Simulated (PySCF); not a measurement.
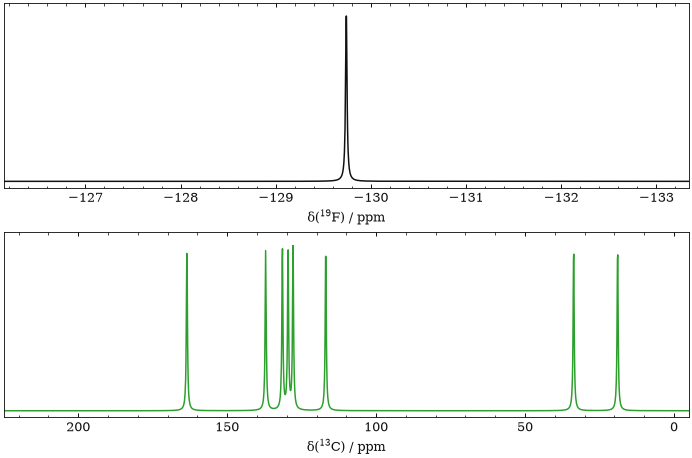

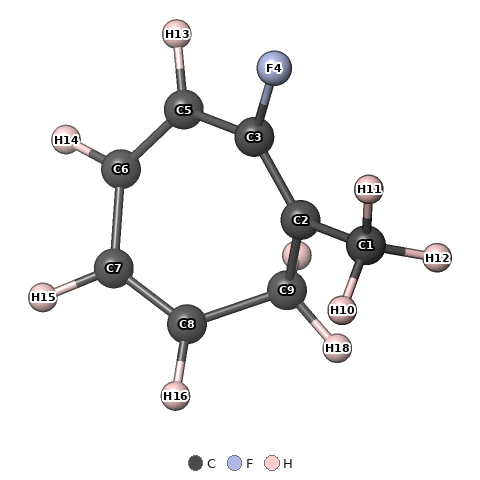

Spectrum and numbered structure of C₈H₉F, SMILES CC1=C(F)C=CC=CC1. GIAO shifts, PBE0/pcSseg-1, PySCF, at a GFN2-xTB geometry (no frequency check), against CFCl₃ for ¹⁹F and TMS for ¹³C computed at the same level (¹⁹F: this reference is a hard case for the method, so all values can be off together by tens of ppm, and differences between signals are safer). Gas phase, fully decoupled, line heights follow the number of nuclei, widths are arbitrary (no quadrupolar broadening); values of one conformer, averaged over nuclei that symmetry, rotation about single bonds or ring flips exchange, these motions taken as fast.

Where does the ¹⁹F line lie?

Answer. At −129.7 ppm (F4).

Assign the ¹³C signals to the numbered atoms.

Answer.
```
δ (ppm)  nuclei  atoms
  163.5       1     C3
  137.1       1     C6
  131.5       1     C7
  129.6       1     C5
  127.9       1     C8
  116.9       1     C2
   33.7       1     C9
   18.9       1     C1
```

The order of signals that lie close, as those under 2 ppm apart, is within the error of the method.

Caveats: the tight-binding geometry is rougher than a DFT one and adds to the error.
